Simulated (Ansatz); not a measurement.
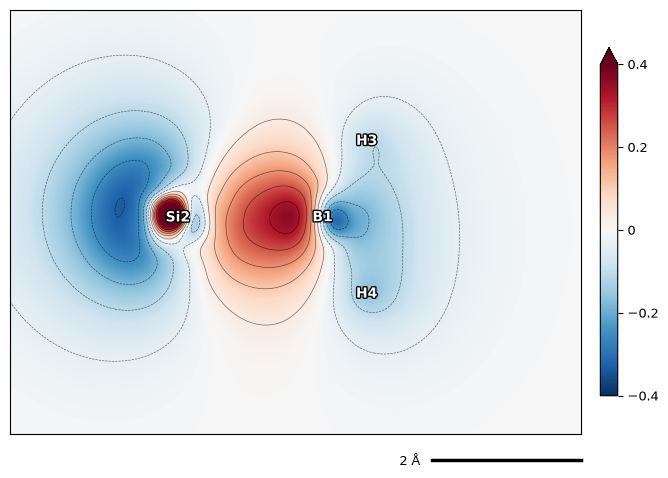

The picture shows: BH$_{3}$Si (SMILES B[SiH]) (triplet). The LUMO (β) on the plane of atoms Si2, B1 and H4 (values in Å⁻³ᐟ²; the overall sign is arbitrary).

Not at a stationary point (largest force 1.2 eV/Å).

Computed with SCF SVWN5, Gaussian basis in Ansatz 0.2.0.

Input

```
crystal:
  periodic: [false, false, false]
  atoms:
    - { symbol: B, position_ang: [-0.6946, 0.007, 0.0326] }
    - { symbol: Si, position_ang: [1.1024, -0.5486, 0.5073] }
    - { symbol: H, position_ang: [-1.4678, -0.7846, -0.3801] }
    - { symbol: H, position_ang: [-1.0142, 1.1375, 0.1538] }
    - { symbol: H, position_ang: [2.0742, 0.1887, -0.3136] }
basis:
  gaussian:
    orbitals: def2-SVP
hamiltonian:
  xc:
    name: SVWN5
magnetization:
  spin_polarized: true
  initial_magnetization: 2.0
output:
  orbitals: {}
  forces: true
```

> What is the character of this orbital?

Its weight (Hirshfeld) is mainly on Si2 (about 65 %) and B1 (about 25 %). Its energy is −4.99 eV.
